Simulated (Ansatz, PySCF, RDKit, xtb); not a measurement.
# B2SiH2OF: a search for the lowest isomer, part 2 of 2

Given the formula B2SiH2OF (odd number of electrons) and nothing else, which arrangement of the atoms is the most stable in the gas at 200 K, and what are its properties?

xtb, Ansatz and PySCF; isolated molecules. Earlier steps stand in the parts before.

**10. Energies at the top level**

Single points at CCSD(T)/def2-SVP + MP2/def2-TZVPP - MP2/def2-SVP on the refined geometries decide the order.

c725b, CCSD(T)/def2-SVP:

input.yaml reads:

```yaml
basis:
  gaussian:
    orbitals: def2-SVP
crystal:
  periodic: [false, false, false]
  atoms:
    - symbol: B
      position_ang: [-1.493075, -0.304573, 2.961012]
    - symbol: B
      position_ang: [-0.978003, 3.063207, 2.390543]
    - symbol: F
      position_ang: [-1.134874, -1.558533, 2.715332]
    - symbol: O
      position_ang: [-1.278091, 4.218202, 2.593833]
    - symbol: Si
      position_ang: [-0.509668, 1.183833, 2.076693]
    - symbol: H
      position_ang: [-2.401366, -0.095066, 3.710236]
    - symbol: H
      position_ang: [0.622903, 0.999649, 1.138692]
magnetization:
  spin_polarized: true
  initial_magnetization: 1
scf:
  omitted_lower_state_checks: [cluster_reference]
correlation:
  method: ccsd_t
  frozen_orbitals: {O: 1, F: 1, B: 1, H: 0, Si: 5}
```

The run is started by

```
$ ansatz run input.yaml --threads 1 --pin off --max-ram 2610MiB --events-out events.jsonl --progress --plain --runs-dir runs
```

Output, shortened:

```text
Warning: RAYON_NUM_THREADS=1 ignored (pool sized by the plan → 1); use --threads N
Functional definition: HF
  name "HF"
[...]
812 factors; integrals over basis functions are off by at most 1.2e-3 eV
[...]
mean field -13974.54149194 eV, -513.5549275444 hartree, gradient 2.8e-6 eV, S^2 0.766328; 1 other end points of the search recorded, 0 dependent functions left out
9 core orbitals not correlated: weight in the atoms' cores, before any rotation towards them, 1.000 or more for the frozen orbitals, at most 0.000 for the correlated occupied ones
reference -13974.54149194 eV, -513.5549275444 hartree; 13, 12 occupied and 62, 63 virtual orbitals, 812 factors
second order -16.38883943 eV of doubles, -0.00000000 eV of singles
cycle   1  -16.54584037 eV  change   -1.6e-1 eV  update   1.4e-1
[...]
cycle  11  -17.24828578 eV  change    2.4e-5 eV  update   1.8e-5
perturbative correction -0.52427643 eV, -0.0192668033 hartree
Total energy: -13992.31405415 eV, -514.2080571589 hartree
Checks for a lower state left out: cluster_reference
```

Wall time 23 s (1 thread of Arm Neoverse V2, shared host).

**11. c725b at MP2/def2-TZVPP**

input.yaml reads:

```yaml
crystal:
  periodic: [false, false, false]
  atoms:
    - {symbol: B, position_ang: [-1.493075, -0.304573, 2.961012]}
    - {symbol: B, position_ang: [-0.978003, 3.063207, 2.390543]}
    - {symbol: F, position_ang: [-1.134874, -1.558533, 2.715332]}
    - {symbol: O, position_ang: [-1.278091, 4.218202, 2.593833]}
    - {symbol: Si, position_ang: [-0.509668, 1.183833, 2.076693]}
    - {symbol: H, position_ang: [-2.401366, -0.095066, 3.710236]}
    - {symbol: H, position_ang: [0.622903, 0.999649, 1.138692]}
basis:
  gaussian: {orbitals: def2-TZVPP}
total_charge: 0
magnetization: {spin_polarized: true, initial_magnetization: 1}
correlation: {method: mp2, frozen_orbitals: {O: 1, F: 1, B: 1, H: 0, Si: 5}}
```

The run is started by

```
$ ansatz run input.yaml --threads 1 --pin off --max-ram 2610MiB --events-out events.jsonl --progress --plain --runs-dir runs
```

Output, shortened:

```text
Warning: RAYON_NUM_THREADS=1 ignored (pool sized by the plan → 1); use --threads N
[... 2 set-up lines as earlier in the session ...]
[...]
1209 factors; integrals over basis functions are off by at most 9.4e-4 eV
[...]
mean field -13984.68588503 eV, -513.9277271142 hartree, gradient 6.1e-6 eV, S^2 0.768338; 1 other end points of the search recorded, 0 dependent functions left out
9 core orbitals not correlated: weight in the atoms' cores, before any rotation towards them, 1.000 or more for the frozen orbitals, at most 0.000 for the correlated occupied ones
reference -13984.68588503 eV, -513.9277271142 hartree; 13, 12 occupied and 172, 173 virtual orbitals, 1209 factors
second order -20.71122952 eV of doubles, -0.00000000 eV of singles
Total energy: -14005.39711455 eV, -514.6888507605 hartree
```

It took 10 s on 1 thread of Arm Neoverse V2, shared host.

**12. c448 at CCSD(T)/def2-SVP**

input.yaml reads:

```yaml
crystal:
  periodic: [false, false, false]
  atoms:
    - symbol: B
      position_ang: [-0.072609, -0.173507, 0.368342]
    - symbol: B
      position_ang: [-0.247853, 1.457228, 0.559373]
    - symbol: F
      position_ang: [0.251961, -2.384098, -1.780628]
    - symbol: O
      position_ang: [-0.374587, 2.660009, 0.657149]
    - symbol: Si
      position_ang: [0.075879, -0.827805, -1.414288]
    - symbol: H
      position_ang: [-0.035861, -0.940241, 1.279072]
    - symbol: H
      position_ang: [0.057641, -0.078126, -2.692971]
basis:
  gaussian:
    orbitals: def2-SVP
correlation:
  method: ccsd_t
  frozen_orbitals: {O: 1, F: 1, B: 1, H: 0, Si: 5}
total_charge: 0
scf:
  omitted_lower_state_checks: [cluster_reference]
magnetization:
  spin_polarized: true
  initial_magnetization: 1
```

The run is started by

```
$ ansatz run input.yaml --threads 1 --pin off --max-ram 2610MiB --events-out events.jsonl --progress --plain --runs-dir runs
```

Output, shortened:

```text
Warning: RAYON_NUM_THREADS=1 ignored (pool sized by the plan → 1); use --threads N
[... 2 set-up lines as earlier in the session ...]
[...]
812 factors; integrals over basis functions are off by at most 1.1e-3 eV
[...]
mean field -13974.27367975 eV, -513.5450856278 hartree, gradient 4.0e-6 eV, S^2 0.759371; 1 other end points of the search recorded, 0 dependent functions left out
9 core orbitals not correlated: weight in the atoms' cores, before any rotation towards them, 1.000 or more for the frozen orbitals, at most 0.000 for the correlated occupied ones
reference -13974.27367975 eV, -513.5450856278 hartree; 13, 12 occupied and 62, 63 virtual orbitals, 812 factors
second order -16.47651294 eV of doubles, -0.00000000 eV of singles
cycle   1  -16.62265884 eV  change   -1.5e-1 eV  update   1.3e-1
[...]
cycle  11  -17.29675733 eV  change    2.7e-5 eV  update   2.5e-5
perturbative correction -0.51661968 eV, -0.0189854229 hartree
Total energy: -13992.08705675 eV, -514.1997151585 hartree
Checks for a lower state left out: cluster_reference
```

Wall time 23 s (1 thread of Arm Neoverse V2, shared host).

**13. The ranking**

Energies in kcal/mol from c448; G adds the thermal terms to the CCSD(T)/def2-SVP + MP2/def2-TZVPP - MP2/def2-SVP energy. The columns left of the relaxed level are at the tight-binding geometries.

```csv
label,SMILES,spin,GFN2-xTB,HF/STO-3G,r2SCAN-D4/def2-SVP,B3LYP/6-31G*,HF/def2-SVP,MP2/def2-SVP,CCSD(T)/def2-SVP + MP2/def2-TZVPP - MP2/def2-SVP,G,share at equilibrium,T1
c448,O=BB[SiH]F,doublet,0.0,0.0,0.0,0.0,0.0,0.0,0.0,0.0,69.2 %,0.020
c694b,O=BB[SiH]F,doublet,0.1,-0.1,-0.2,0.1,-0.2,-0.2,0.3,0.3,30.4 %,0.020
c725b,O=B[SiH]BF,doublet,15.2,-40.2,-3.6,-1.0,-6.2,-4.2,2.3,2.1,0.4 %,0.020
c180b,O=BB(F)[SiH2],doublet,17.5,-25.1,0.4,2.8,-1.1,-0.1,6.4,5.5,< 0.1 %,0.020
```

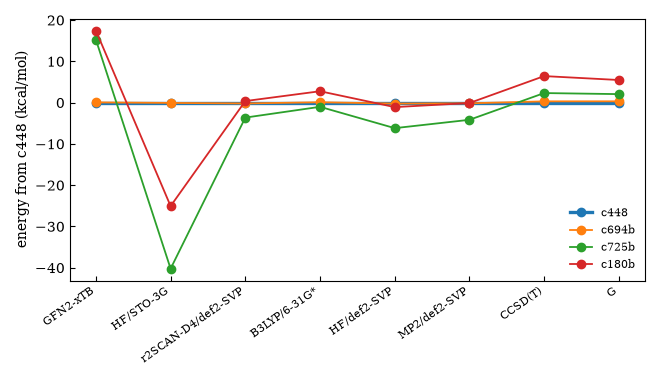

The finalists at each level, measured from c448.

Lowest found: c448, `O=BB[SiH]F`, a doublet of point group Cs. Bond lengths: B1–B2 1.651 Å, B2–O4 1.213 Å, B1–Si5 1.905 Å, F3–Si5 1.608 Å, B1–H6 1.191 Å, Si5–H7 1.482 Å. Angles: B1–B2–O4 178.0°, B2–B1–Si5 117.1°, B1–Si5–F3 123.6°, B2–B1–H6 123.4°, Si5–B1–H6 119.5°, B1–Si5–H7 129.2°, F3–Si5–H7 107.1°.

```xyz
7

B    -0.0726   -0.1735    0.3683
B    -0.2479    1.4572    0.5594
F     0.2520   -2.3841   -1.7806
O    -0.3746    2.6600    0.6571
Si    0.0759   -0.8278   -1.4143
H    -0.0359   -0.9402    1.2791
H     0.0576   -0.0781   -2.6930
```

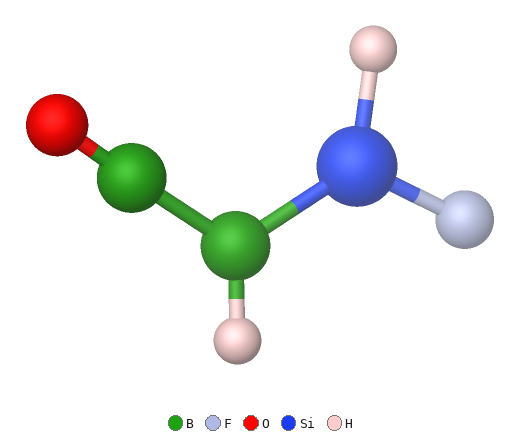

The lowest structure found, seen from a chosen angle (boron green, fluorine light blue, oxygen red, silicon blue, hydrogen pink).

**14. Density, orbitals and dipole (PBE0/def2-TZVPD)**

input.yaml reads:

```yaml
crystal:
  periodic: [false, false, false]
  atoms:
    - {symbol: B, position_ang: [-0.072609, -0.173507, 0.368342]}
    - {symbol: B, position_ang: [-0.247853, 1.457228, 0.559373]}
    - {symbol: F, position_ang: [0.251961, -2.384098, -1.780628]}
    - {symbol: O, position_ang: [-0.374587, 2.660009, 0.657149]}
    - {symbol: Si, position_ang: [0.075879, -0.827805, -1.414288]}
    - {symbol: H, position_ang: [-0.035861, -0.940241, 1.279072]}
    - {symbol: H, position_ang: [0.057641, -0.078126, -2.692971]}
basis:
  gaussian:
    orbitals: def2-TZVPD
magnetization:
  spin_polarized: true
  initial_magnetization: 1
hamiltonian:
  xc: pbe0
output: {forces: true, orbitals: {seedname: orbitals}}
```

The run is started by

```
$ ansatz run input.yaml --threads 1 --pin off --max-ram 2610MiB --events-out events.jsonl --progress --plain --runs-dir runs
```

Output, shortened:

```text
Warning: RAYON_NUM_THREADS=1 ignored (pool sized by the plan → 1); use --threads N
Functional definition: PBE0
  name "PBE0"
[...]
1109 factors; their error is unknown
[...]
mean field -14020.50021911 eV, -515.2438796158 hartree, gradient 7.4e-5 eV, S^2 0.754771; 0 other end points of the search recorded, 0 dependent functions left out
[...]
reference -14020.50026482 eV, -515.2438812959 hartree; 22, 21 occupied and 193, 194 virtual orbitals, 1109 factors
[...]
Atom 2 at     0.251961    -2.384098    -1.780628 Å, force    -0.079484     0.703479     0.161647 eV/Å
Atom 3 at    -0.374587     2.660009     0.657149 Å, force     0.061601    -0.597362    -0.034090 eV/Å
Atom 4 at     0.075879    -0.827805    -1.414288 Å, force     0.048147    -0.471123     0.003271 eV/Å
Atom 5 at    -0.035861    -0.940241     1.279072 Å, force    -0.000270    -0.001913     0.009338 eV/Å
Atom 6 at     0.057641    -0.078126    -2.692971 Å, force     0.006515    -0.080406     0.037731 eV/Å
Dipole moment:     0.083701    -0.629796    -0.430311 e Å
```

Run time: 20 s. Hardware: 1 thread of Arm Neoverse V2, shared host.

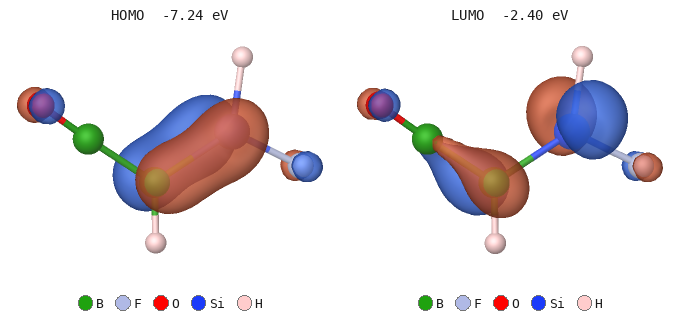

Frontier orbitals of this run (spin up), surfaces at ±0.2 Å^-3/2.

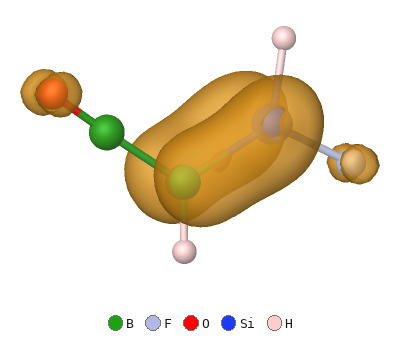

Spin density, surfaces at ±0.03 e/Å³.

**15. Frequencies after a tight-binding relaxation (GFN2-xTB)**

start.xyz reads:

```xyz
7
c448
B     -0.072609    -0.173507     0.368342
B     -0.247853     1.457228     0.559373
F      0.251961    -2.384098    -1.780628
O     -0.374587     2.660009     0.657149
Si     0.075879    -0.827805    -1.414288
H     -0.035861    -0.940241     1.279072
H      0.057641    -0.078126    -2.692971
```

The run is started by

```
$ xtb start.xyz --gfn 2 --ohess tight --uhf 1
```

Output, shortened:

```text
[...]
         ::                     SUMMARY                     ::
         :::::::::::::::::::::::::::::::::::::::::::::::::::::
         :: total energy             -14.080386137823 Eh    ::
         :: gradient norm              0.000118761613 Eh/a0 ::
         :: HOMO-LUMO gap              2.164370390226 eV    ::
         ::.................................................::
         :: SCC energy               -14.188715906174 Eh    ::
         :: -> isotropic ES            0.075485575916 Eh    ::
         :: -> anisotropic ES          0.002326638495 Eh    ::
         :: -> anisotropic XC         -0.008343331509 Eh    ::
         :: -> dispersion             -0.003581444440 Eh    ::
         :: repulsion energy           0.108329768350 Eh    ::
         :: add. restraining           0.000000000000 Eh    ::
         :: total charge              -0.000000000000 e     ::
         :::::::::::::::::::::::::::::::::::::::::::::::::::::
[...]
          | TOTAL ENERGY              -14.080386137832 Eh   |
          | TOTAL ENTHALPY            -14.043145853057 Eh   |
          | TOTAL FREE ENERGY         -14.081232184496 Eh   |
          | GRADIENT NORM               0.000118594898 Eh/α |
[...]
```

It took 0.13 s on 1 thread of Arm Neoverse V2, shared host.

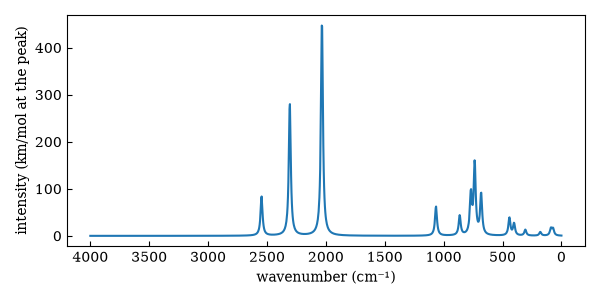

Harmonic infrared spectrum, unscaled, lines broadened by 10 cm⁻¹.

**16. Electronic excitations (TD-PBE0/def2-SVPD)**

job.py reads:

```python
from pyscf import gto, dft, tdscf

molecule = gto.M(
    atom=[
    ('B', (-0.072609, -0.173507, 0.368342)),
    ('B', (-0.247853, 1.457228, 0.559373)),
    ('F', (0.251961, -2.384098, -1.780628)),
    ('O', (-0.374587, 2.660009, 0.657149)),
    ('Si', (0.075879, -0.827805, -1.414288)),
    ('H', (-0.035861, -0.940241, 1.279072)),
    ('H', (0.057641, -0.078126, -2.692971)),
],
    basis='def2-svpd',
    charge=0,
    verbose=3,
    max_memory=1860,
    spin=1,
)

ks = dft.UKS(molecule, xc='pbe0')
ks = ks.density_fit(auxbasis='def2-universal-jkfit')
ks.grids.level = 2
ks.max_cycle = 100
ks.kernel()
if not ks.converged:
    ks = ks.newton().run(ks.mo_coeff, ks.mo_occ)

e_final = ks.e_tot
print('Final energy', e_final)

td = tdscf.TDA(ks)
td.nstates = 5
td.kernel()
td.analyze()
roots = td.e * 27.211386
osc = td.oscillator_strength()
print('state   eV      nm      f')
for i, (w, f) in enumerate(zip(roots, osc), 1):
    print('%3d %9.4f %8.1f %9.5f' % (i, w, 1239.842 / w, f))
```

The run is started by

```
$ OMP_NUM_THREADS=1 python job.py
```

Output:

```text
WARN: HOMO -0.219711578865923 >= LUMO -0.219711578865922

converged SCF energy = -514.886607082746  <S^2> = 0.75411635  2S+1 = 2.0041121
Final energy -514.8866070827464
Excitation energies (eV)
[3.40134564 3.74465766 4.15480476 4.28765378 4.32091572]

** Excitation energies and oscillator strengths **
state   eV      nm      f
  1    3.4013    364.5   0.00005
  2    3.7447    331.1   0.17488
  3    4.1548    298.4   0.00273
  4    4.2877    289.2   0.01973
  5    4.3209    286.9   0.02344
```

Wall time 4.6 min (1 thread of Arm Neoverse V2, shared host); peak memory 0.63 GiB.

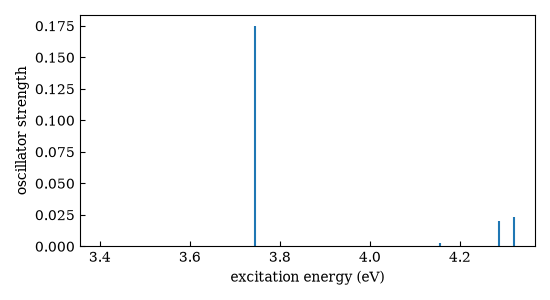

Vertical excitations as sticks.

The roots found:

```csv
excited state,energy (eV),strength
1,3.401,0.0001
2,3.745,0.1749
3,4.155,0.0027
4,4.288,0.0197
5,4.321,0.0234
```

**17. The cation at the same geometry (PBE0/def2-TZVPD)**

input.yaml reads:

```yaml
basis:
  gaussian: {orbitals: def2-TZVPD}
crystal:
  periodic: [false, false, false]
  atoms:
    - symbol: B
      position_ang: [-0.072609, -0.173507, 0.368342]
    - symbol: B
      position_ang: [-0.247853, 1.457228, 0.559373]
    - symbol: F
      position_ang: [0.251961, -2.384098, -1.780628]
    - symbol: O
      position_ang: [-0.374587, 2.660009, 0.657149]
    - symbol: Si
      position_ang: [0.075879, -0.827805, -1.414288]
    - symbol: H
      position_ang: [-0.035861, -0.940241, 1.279072]
    - symbol: H
      position_ang: [0.057641, -0.078126, -2.692971]
total_charge: 1
magnetization: {spin_polarized: false, initial_magnetization: 0}
hamiltonian: {xc: {name: PBE0}}
```

The run is started by

```
$ ansatz run input.yaml --threads 1 --pin off --max-ram 2610MiB --events-out events.jsonl --progress --plain --runs-dir runs
```

Output, shortened:

```text
Warning: RAYON_NUM_THREADS=1 ignored (pool sized by the plan → 1); use --threads N
[... 2 set-up lines as earlier in the session ...]
[...]
1109 factors; their error is unknown
[...]
mean field -14011.20938165 eV, -514.9024476368 hartree, gradient 5.5e-5 eV, S^2 0.000000; 0 other end points of the search recorded, 0 dependent functions left out
reference -14011.20942531 eV, -514.9024492413 hartree; 21, 21 occupied and 194, 194 virtual orbitals, 1109 factors
Total energy: -14011.20942531 eV, -514.9024492413 hartree
```

Run time: 7.8 s. Hardware: 1 thread of Arm Neoverse V2, shared host.

Difference from the parent: 9.29 eV. Only this spin of the product was run; a higher spin can lie lower.

**18. The anion at the same geometry (PBE0/def2-TZVPD)**

input.yaml reads:

```yaml
crystal:
  periodic: [false, false, false]
  atoms:
    - {symbol: B, position_ang: [-0.072609, -0.173507, 0.368342]}
    - {symbol: B, position_ang: [-0.247853, 1.457228, 0.559373]}
    - {symbol: F, position_ang: [0.251961, -2.384098, -1.780628]}
    - {symbol: O, position_ang: [-0.374587, 2.660009, 0.657149]}
    - {symbol: Si, position_ang: [0.075879, -0.827805, -1.414288]}
    - {symbol: H, position_ang: [-0.035861, -0.940241, 1.279072]}
    - {symbol: H, position_ang: [0.057641, -0.078126, -2.692971]}
basis:
  gaussian:
    orbitals: def2-TZVPD
scf:
  lower_state_search: off
total_charge: -1
hamiltonian:
  xc: {name: PBE0}
```

The run is started by

```
$ ansatz run input.yaml --threads 1 --pin off --max-ram 2610MiB --events-out events.jsonl --progress --plain --runs-dir runs
```

Output, shortened:

```text
Warning: RAYON_NUM_THREADS=1 ignored (pool sized by the plan → 1); use --threads N
[... 2 set-up lines as earlier in the session ...]
[...]
1109 factors; their error is unknown
[...]
mean field -14022.91726996 eV, -515.3327045963 hartree, gradient 2.7e-6 eV, S^2 0.000000; 0 other end points of the search recorded, 0 dependent functions left out
reference -14022.91731421 eV, -515.3327062226 hartree; 22, 22 occupied and 193, 193 virtual orbitals, 1109 factors
Total energy: -14022.91731421 eV, -515.3327062226 hartree
Checks for a lower state left out: stability, starts, cluster_reference, orbital_swaps, neighbouring_geometries, increment
```

Wall time 4.5 s (1 thread of Arm Neoverse V2, shared host).

Parent less the species with the added electron: 2.42 eV.

**19. The quartet at the same geometry (PBE0/def2-TZVPD)**

input.yaml, as its differences from that of step 18:

```diff
@@ -13,5 +13,5 @@
     orbitals: def2-TZVPD
-scf:
-  lower_state_search: off
-total_charge: -1
+magnetization:
+  spin_polarized: true
+  initial_magnetization: 3
 hamiltonian:
```

The run is started by

```
$ ansatz run input.yaml --threads 1 --pin off --max-ram 2610MiB --events-out events.jsonl --progress --plain --runs-dir runs
```

Output, shortened:

```text
Warning: RAYON_NUM_THREADS=1 ignored (pool sized by the plan → 1); use --threads N
[... 2 set-up lines as earlier in the session ...]
[...]
1109 factors; their error is unknown
[...]
mean field -14015.33917227 eV, -515.0542146430 hartree, gradient 3.1e-5 eV, S^2 3.763319; 6 other end points of the search recorded, 0 dependent functions left out
reference -14015.33922020 eV, -515.0542164042 hartree; 23, 20 occupied and 192, 195 virtual orbitals, 1109 factors
Total energy: -14015.33922020 eV, -515.0542164042 hartree
```

Run time: 34 s. Hardware: 1 thread of Arm Neoverse V2, shared host.

It lies 5.16 eV above the doublet.

**20. Stability of the SCF solution (PBE0/def2-SVP)**

job.py reads:

```python
from pyscf import gto, dft

molecule = gto.M(
    atom='''
B   -0.072609  -0.173507   0.368342
B   -0.247853   1.457228   0.559373
F    0.251961  -2.384098  -1.780628
O   -0.374587   2.660009   0.657149
Si   0.075879  -0.827805  -1.414288
H   -0.035861  -0.940241   1.279072
H    0.057641  -0.078126  -2.692971
''',
    spin=1,
    basis='def2-svp',
    verbose=3,
    max_memory=1860,
)

mf = dft.UKS(molecule, xc='pbe0')
mf = mf.density_fit(auxbasis='def2-universal-jkfit')
mf.grids.level = 3
mf.max_cycle = 100
mf.kernel()
if not mf.converged:
    mf = mf.newton().run(mf.mo_coeff, mf.mo_occ)

etot = mf.e_tot
print('E = %.10f Eh' % etot)
mo_i, mo_e, stable_i, stable_e = mf.stability(internal=True, external=True, return_status=True)
print('stable: internal', stable_i, 'external', stable_e)
```

The run is started by

```
$ OMP_NUM_THREADS=1 python job.py
```

Output:

```text
WARN: HOMO -0.219807834880618 >= LUMO -0.219807834880618

converged SCF energy = -514.86906881202  <S^2> = 0.75373877  2S+1 = 2.0037353
E = -514.8690688120 Eh
<class 'pyscf.df.df_jk.DFUKS'> wavefunction is stable in the internal stability analysis
<class 'pyscf.df.df_jk.DFUKS'> wavefunction is stable in the real -> complex stability analysis
<class 'pyscf.df.df_jk.DFUKS'> wavefunction has an UHF/UKS -> GHF/GKS instability
stable: internal True external False
```

Run time: 2.3 min. Hardware: 1 thread of Arm Neoverse V2, shared host.

The stability test raises a flag; for an open shell a flag towards a general spinor solution can be the free rotation of the spin.

**21. Summary of results**

What follows sums up all 2 parts.

| quantity | value |
| --- | --- |
| lowest structure found | O=BB[SiH]F, doublet, Cs |
| next finalist | O=BB[SiH]F, doublet, 0.3 kcal/mol higher in G |
| share at equilibrium, among the finalists | 69.2 % |
| funnel | 282 starts, 114 minima at GFN2-xTB, 17 screening runs, 1 rescued, 6 relaxed, 4 ranked |
| CPU time of all runs | 44 min |
| harmonic wavenumbers, lowest and highest (B3LYP/6-31G*) | 85 and 2690 cm⁻¹ |
| rotational constants, same geometry | 0.7911, 0.04837, 0.04558 cm⁻¹ |
| dipole moment (PBE0/def2-TZVPD) | 3.69 D |
| HOMO energy (highest over α and β) (PBE0/def2-TZVPD) | -7.24 eV |
| LUMO energy (lowest over α and β) (PBE0/def2-TZVPD) | -4.20 eV |
| lowest excitation (TD-PBE0/def2-SVPD) | 3.40 eV (f = 0.000) |
| strongest of the states computed, same level | 3.74 eV (f = 0.175) |
| vertical ionisation energy (to the singlet cation) | 9.29 eV |
| vertical electron affinity | 2.42 eV |
| vertical quartet less doublet | +5.16 eV |

The search ends on `O=BB[SiH]F`. The next finalist is drawn with the same bonds. At 0.3 kcal/mol the two aren't resolved. GFN2-xTB already puts its bonding pattern lowest among the structures in one piece; HF/STO-3G, r2SCAN-D4/def2-SVP, B3LYP/6-31G*, HF/def2-SVP and MP2/def2-SVP favour the doublet O=B[SiH]BF. The largest share of the time went into rescue (33 %). 22 minima inside the window were never screened. The stability test raises a flag; for an open shell a flag towards a general spinor solution can be the free rotation of the spin. The search is not exhaustive (a finite list of starts, one conformer a finalist), so a lower isomer can't be ruled out. Patterns outside the rules of the enumeration were met only by chance.
